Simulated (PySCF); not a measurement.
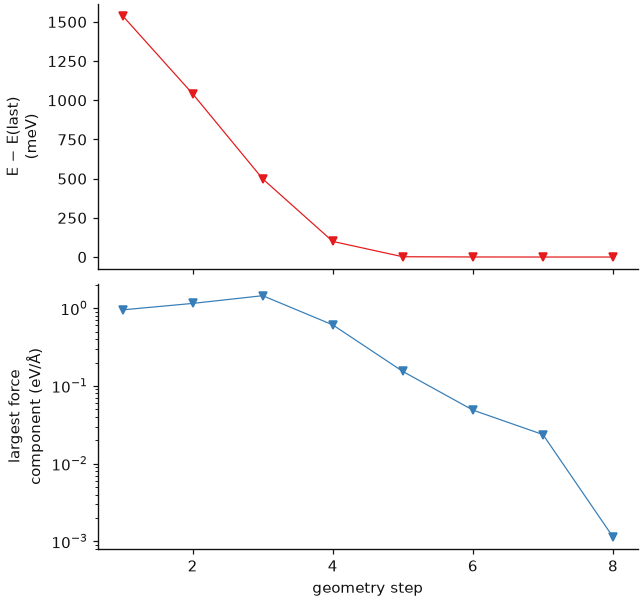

History of a geometry optimisation. The start has point group C2v, which is kept. A held symmetry can leave a saddle point.

The run: Br2Sb molecule (charge +1), by RKS-based PBE0, Sb def2-TZVP with ECP28, Br def2-TZVP; non-relativistic Hamiltonian with scalar-relativistic core potentials; density fitting in PySCF 2.14.0.

> How did the optimisation end?

The optimisation met its thresholds at geometry 8, counting the start as the first. The energy fell by about 1500 meV from the first step to the last. The largest force component goes from about 0.95 eV/Å at the start to 1.1 × 10⁻³ eV/Å at the end, with a peak of 1.5 eV/Å at step 3.

> By which step was nine tenths of the energy gained?

By step 4 of 8.
